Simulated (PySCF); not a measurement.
# C₁₂H₁₂O₂: NMR shifts at several levels of theory, part 2 of 2

PySCF 2.14.0. Atoms count from 0. Earlier steps stand in the parts before.

## Step 6: Nuclear shieldings: KT2/pcSseg-1

What the job is given:

```
{"job": {"kind": "nmr", "xc": "KT2", "basis": "pcSseg-1", "pop": false}, "charge": 0, "multiplicity": 1}
O      3.702227     0.289378     0.936656
C      3.161483     1.501325     0.500992
C      2.482599     1.345748    -0.846828
O      1.486166     0.344892    -0.789967
C      0.251227     0.624122    -0.313662
C     -0.184381     1.873936     0.078442
C     -1.506174     2.048424     0.550795
C     -2.376135     0.990997     0.637897
C     -1.956582    -0.308080     0.246930
C     -2.818713    -1.431753     0.322630
C     -2.389874    -2.680915    -0.062578
C     -1.075398    -2.865244    -0.545521
C     -0.212139    -1.796516    -0.633181
C     -0.628799    -0.501840    -0.238610
H      2.991432    -0.361850     0.893926
H      2.446971     1.922644     1.236214
H      3.987901     2.223658     0.402763
H      2.072400     2.299494    -1.220515
H      3.213432     0.976237    -1.580763
H      0.477476     2.738508     0.034370
H     -1.826524     3.048282     0.853273
H     -3.393940     1.132290     1.008328
H     -3.835965    -1.285494     0.695102
H     -3.067612    -3.535497     0.003281
H     -0.744585    -3.860452    -0.851789
H      0.803297    -1.925814    -1.009875
```

Level: GIAO KT2/pcSseg-1 NMR shielding, non-relativistic, gas phase.

The program printed:

```text
coarse grid: 22648 points
cycle   1  E = -625.1350555934  dE =  2.169e+00  |g| = 9.934e-01  |ddm| = 5.332e+00
cycle   2  E = -624.7212742456  dE =  4.138e-01  |g| = 1.737e+00  |ddm| = 3.333e+00
cycle   3  E = -625.3251499839  dE = -6.039e-01  |g| = 2.430e-01  |ddm| = 2.527e+00
cycle   4  E = -625.3364622269  dE = -1.131e-02  |g| = 1.132e-01  |ddm| = 3.874e-01
cycle   5  E = -625.3391460656  dE = -2.684e-03  |g| = 5.842e-02  |ddm| = 1.900e-01
cycle   6  E = -625.3400923066  dE = -9.462e-04  |g| = 1.319e-02  |ddm| = 8.243e-02
cycle   7  E = -625.3401293617  dE = -3.706e-05  |g| = 6.431e-03  |ddm| = 2.343e-02
cycle   8  E = -625.3401406825  dE = -1.132e-05  |g| = 2.212e-03  |ddm| = 9.567e-03
cycle   9  E = -625.3401418784  dE = -1.196e-06  |g| = 9.334e-04  |ddm| = 3.400e-03
final grid: 221376 points
cycle  10  E = -625.4160830290  dE = -4.979e-04  |g| = 1.727e-02  |ddm| = 2.254e-01
cycle  11  E = -625.4160268393  dE =  5.619e-05  |g| = 2.242e-02  |ddm| = 4.848e-02
cycle  12  E = -625.4161518149  dE = -1.250e-04  |g| = 4.338e-03  |ddm| = 3.503e-02
cycle  13  E = -625.4161561971  dE = -4.382e-06  |g| = 1.554e-03  |ddm| = 6.444e-03
cycle  14  E = -625.4161568257  dE = -6.286e-07  |g| = 5.162e-04  |ddm| = 2.200e-03
cycle  15  E = -625.4161568935  dE = -6.781e-08  |g| = 1.446e-04  |ddm| = 6.915e-04
cycle  16  E = -625.4161568966  dE = -3.072e-09  |g| = 9.276e-05  |ddm| = 2.425e-04
cycle  17  E = -625.4161568990  dE = -2.437e-09  |g| = 1.681e-05  |ddm| = 1.277e-04
cycle  18  E = -625.4161568991  dE = -6.344e-11  |g| = 7.835e-06  |ddm| = 2.975e-05
converged SCF energy = -625.4161568991

GIAO shielding tensors (ppm)
atom      isotropic    diamagn.    paramagn.     s11        s22        s33       span
  0 O      297.959     392.389     -94.430    264.156    312.151    317.569     53.413
  1 C      122.232     250.267    -128.035    101.068    104.472    161.157     60.089
  2 C      113.178     246.334    -133.156     84.724    110.632    144.179     59.455
  3 O      219.161     404.188    -185.027    127.827    237.530    292.126    164.300
  4 C       35.822     257.577    -221.754    -37.413     33.026    111.854    149.267
  5 C       85.512     261.279    -175.767     10.277     68.230    178.028    167.751
  6 C       63.029     255.299    -192.270    -34.994     55.208    168.872    203.866
  7 C       67.807     251.800    -183.993    -19.187     66.255    156.354    175.541
  8 C       55.647     251.852    -196.206     -9.313     -6.588    182.842    192.155
  9 C       60.539     248.351    -187.812    -30.896     55.411    157.102    187.999
 10 C       61.597     254.619    -193.022    -37.526     51.718    170.600    208.126
 11 C       63.218     254.698    -191.481    -34.350     52.990    171.013    205.364
 12 C       67.277     248.590    -181.313    -29.824     51.983    179.671    209.495
 13 C       64.500     258.458    -193.958     -1.294     18.600    176.195    177.489
 14 H       30.185      36.172      -5.987     19.038     30.658     40.860     21.822
 15 H       26.636      32.084      -5.448     21.000     27.506     31.404     10.404
 16 H       27.828      26.629       1.199     23.170     27.230     33.085      9.916
 17 H       26.517      30.774      -4.257     22.979     26.108     30.464      7.485
 18 H       26.763      28.863      -2.100     21.548     25.624     33.118     11.570
 19 H       24.620      34.145      -9.526     19.186     24.877     29.796     10.610
 20 H       24.025      29.696      -5.671     19.521     25.869     26.686      7.166
 21 H       24.033      31.705      -7.672     19.345     25.512     27.244      7.899
 22 H       23.648      30.544      -6.895     18.872     24.620     27.453      8.581
 23 H       23.849      27.801      -3.952     19.687     25.434     26.425      6.738
 24 H       23.829      29.870      -6.042     19.364     25.105     27.017      7.653
 25 H       22.960      34.722     -11.762     16.612     22.987     29.281     12.669
```

Run time: 69 s. Hardware: 8 threads of Intel Xeon Platinum 8488C (Sapphire Rapids), shared host.

Key values: δ C4 147.4, C8 127.6, C9 122.7, C10 121.6, H25 8.22, H22 7.53 ppm.

## Step 7: NMR shieldings: HF/pcSseg-1

Same as in step 6 but for these lines:

```diff
@@ -1,2 +1,2 @@
-{"job": {"kind": "nmr", "xc": "KT2", "basis": "pcSseg-1", "pop": false}, "charge": 0, "multiplicity": 1}
+{"job": {"kind": "nmr", "xc": "HF", "basis": "pcSseg-1", "pop": false}, "charge": 0, "multiplicity": 1}
 O      3.702227     0.289378     0.936656
```

Method: GIAO HF/pcSseg-1 NMR shielding, non-relativistic, gas phase.

The program printed:

```text
final grid: 221376 points
cycle   1  E = -610.8038853717  dE =  4.337e+00  |g| = 8.491e-01  |ddm| = 5.083e+00
cycle   2  E = -610.9801549801  dE = -1.763e-01  |g| = 4.054e-01  |ddm| = 1.222e+00
cycle   3  E = -611.0119193711  dE = -3.176e-02  |g| = 1.197e-01  |ddm| = 4.771e-01
cycle   4  E = -611.0157714886  dE = -3.852e-03  |g| = 2.167e-02  |ddm| = 1.883e-01
cycle   5  E = -611.0159236560  dE = -1.522e-04  |g| = 6.957e-03  |ddm| = 3.329e-02
cycle   6  E = -611.0159468709  dE = -2.321e-05  |g| = 2.698e-03  |ddm| = 1.160e-02
cycle   7  E = -611.0159527590  dE = -5.888e-06  |g| = 1.141e-03  |ddm| = 6.322e-03
cycle   8  E = -611.0159540124  dE = -1.253e-06  |g| = 4.086e-04  |ddm| = 2.892e-03
cycle   9  E = -611.0159542364  dE = -2.240e-07  |g| = 2.062e-04  |ddm| = 1.353e-03
cycle  10  E = -611.0159542671  dE = -3.067e-08  |g| = 9.597e-05  |ddm| = 4.060e-04
cycle  11  E = -611.0159542805  dE = -1.345e-08  |g| = 4.692e-05  |ddm| = 3.110e-04
cycle  12  E = -611.0159542840  dE = -3.524e-09  |g| = 1.852e-05  |ddm| = 1.849e-04
cycle  13  E = -611.0159542846  dE = -5.359e-10  |g| = 7.154e-06  |ddm| = 7.299e-05
converged SCF energy = -611.0159542846

GIAO shielding tensors (ppm)
atom      isotropic    diamagn.    paramagn.     s11        s22        s33       span
  0 O      327.085     392.088     -65.004    297.764    326.721    356.769     59.005
  1 C      137.407     244.033    -106.626    118.468    125.083    168.670     50.202
  2 C      127.997     238.804    -110.807    105.595    123.299    155.098     49.503
  3 O      271.287     405.951    -134.664    188.519    292.778    332.565    144.045
  4 C       31.817     252.073    -220.256    -74.961     38.960    131.451    206.413
  5 C       84.460     259.088    -174.628     -3.449     69.774    187.055    190.504
  6 C       56.201     256.150    -199.949    -64.700     51.130    182.174    246.874
  7 C       65.445     252.635    -187.190    -43.188     68.796    170.726    213.914
  8 C       47.315     255.345    -208.030    -33.464    -23.575    198.984    232.449
  9 C       57.469     250.488    -193.019    -54.977     56.106    171.279    226.256
 10 C       55.148     256.369    -201.222    -64.923     46.903    183.464    248.388
 11 C       59.833     256.166    -196.333    -56.989     52.535    183.952    240.941
 12 C       58.831     247.509    -188.678    -60.207     48.079    188.622    248.829
 13 C       59.895     258.279    -198.384    -16.521      4.119    192.086    208.607
 14 H       30.069      35.498      -5.429     17.875     29.479     42.852     24.977
 15 H       27.716      30.728      -3.012     22.110     28.610     32.426     10.316
 16 H       28.488      27.658       0.830     23.312     27.426     34.726     11.414
 17 H       27.534      30.732      -3.198     23.091     27.427     32.084      8.993
 18 H       27.356      28.776      -1.420     22.095     25.954     34.020     11.925
 19 H       25.013      34.279      -9.265     18.671     25.756     30.613     11.941
 20 H       24.053      29.975      -5.921     19.035     26.092     27.032      7.997
 21 H       24.035      31.699      -7.664     18.308     25.798     28.000      9.692
 22 H       23.680      30.359      -6.679     17.991     24.989     28.059     10.067
 23 H       23.906      28.201      -4.295     19.150     25.533     27.034      7.884
 24 H       23.996      30.170      -6.174     18.854     25.349     27.784      8.929
 25 H       22.900      33.334     -10.434     15.873     22.744     30.082     14.209
```

Run time: 61 s. Hardware: 8 threads of Intel Xeon Platinum 8488C (Sapphire Rapids), shared host.

Key values: δ C4 159.0, C8 143.5, C10 135.7, C6 134.6, H25 8.79, H22 8.01 ppm.

## Step 8: Side by side: NMR shifts

Shifts (ppm) of some atoms, chosen among heavy atoms and hydrogens apart, with basis size and wall time:

```tsv
run	C8	C6	C12	H25	H14	O3	O0	functions	time
PBE0/pcSseg-1	138.4	131.0	127.6	8.57	1.14	104.8	24.3	298	96 s
PBE/pcSseg-1	135.6	128.3	124.3	8.39	0.98	122.9	34.7	298	65 s
wB97X-D/pcSseg-1	140.4	132.6	129.2	8.59	1.18	96.2	20.4	298	2 min
KT2/pcSseg-1	127.6	120.2	115.9	8.22	0.99	111.5	32.7	298	69 s
HF/pcSseg-1	143.5	134.6	132.0	8.79	1.62	62.0	6.2	298	61 s
```

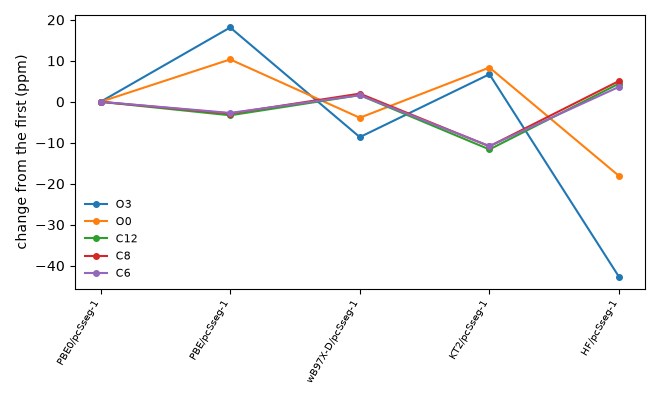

How five of the tabulated atoms move from run to run.

## Step 9: Outcome

This closing draws on all 2 parts.

| quantity | value |
| --- | --- |
| point group | C1 |
| rotational constants (main isotopes) | 1.22, 0.48, 0.37 GHz |
| ¹³C shifts against TMS (PBE0/pcSseg-1) | 156.9, 138.4, 133.1, 132.4, 131.0, 130.4, 128.6, 127.6, 125.3, 106.4, 69.2, 59.3 ppm |
| ¹H shifts against TMS (PBE0/pcSseg-1, means over atoms taken as alike) | 8.57, 7.89, 7.67, 7.67, 7.52, 7.50, 6.74, 4.47, 3.84, 1.14 ppm |
| ¹⁷O shifts against H2O (PBE0/pcSseg-1) | 104.8, 24.3 ppm |
| range of the shift of O3 | 62.0 to 122.9 ppm |

In words: Single values in the summary come from the first sound run of each kind (PBE0/pcSseg-1), which need not be the best level. The optimisation took 10 steps and gained 0.075 eV; among the close pairs (by a distance rule), C1–C2 changed most, from 1.534 to 1.517 Å. NICS(1)zz of -26 ppm above the planar ring from C4 marks a diatropic (aromatic) ring current. NICS(1)zz of -29 ppm above the planar ring from C8 marks a diatropic (aromatic) ring current. In ppm, O3 moves most: its shift spreads over 60.9 ppm, from 62.0 (HF/pcSseg-1) to 122.9 (PBE/pcSseg-1).
